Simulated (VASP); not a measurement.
Band structure of ZnCdS2 (space group P-4m2). All values below come from modified Becke-Johnson potential (mBJ) with spin-orbit coupling, VASP's PBE PAW potentials (set 64) (plane waves; VASP).

mBJ is a potential without an energy functional, so only the levels count.

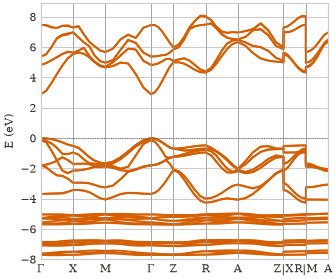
Figure. Bands along high-symmetry lines, zero at the valence-band maximum or, without a gap, the Fermi level

Read the plot: is there a gap, and where are the band edges?

The gap is direct, 2.89 eV, from the valence maximum at Γ to the conduction minimum at Γ.

The structure comes from a computed database's ZnCdS2 entry (P-4m2); how it stands against other phases isn't given here. It was relaxed first. The cell's shape comes from a PBE relaxation.
